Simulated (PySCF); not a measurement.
CH5BFGa, SMILES `FB[CH2][GaH2]`.

PySCF calculation, BHandHLYP/def2-SVPD, gas phase; geometry: GFN2-xTB. No frequency check shows the geometry to be a minimum. GFN2-xTB bond lengths at metals and heavier atoms can be off by up to 0.1 Å and shapes distorted, which carries into these values.

Geometry (Å), atoms numbered from 1:

```
F1       1.1931   -1.1112   -0.2586
B2       1.6637    0.0786    0.2938
C3       0.8260    1.2628   -0.1565
Ga4     -0.8154   -0.0156    0.0476
H5       2.4741   -0.0481    1.1257
H6       0.9871    2.2361    0.2983
H7       0.7457    1.3774   -1.2448
H8      -1.6108   -0.4053   -1.2445
H9      -1.3293   -0.6454    1.3882
```

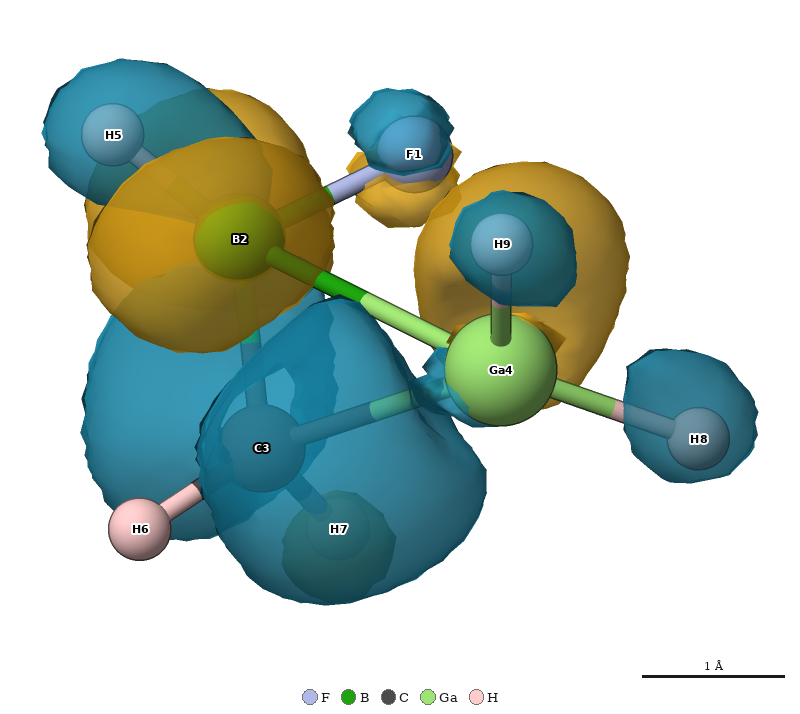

Unrelaxed difference density of S₃ less the ground state (TDA singlet states), ±0.02 e/Å³; yellow: gain, teal: loss.

Q: How does the charge move on excitation?

A: 0.72 e is displaced in all, of which about 0.4 e passes between atoms: C3 (0.34 e) loses electrons and B2 (0.18 e) and Ga4 (0.12 e) gain them. The state: 6.49 eV (191 nm), f = 0.047, partly diffuse acceptor orbital; the leading pair carries 95 %; hole on C3 (41 %), Ga4 (19 %) and B2 (16 %), electron on B2 (33 %), Ga4 (31 %) and C3 (8 %) (atom shares of so diffuse an orbital are rough); their centroids lie 0.5 Å apart.

Cost of the run: 4.4 min on 1 thread of Intel(R) Xeon(R) Processor @ 2.50GHz (Skylake/Cascade Lake) (shared host), peak memory 0.71 GiB.
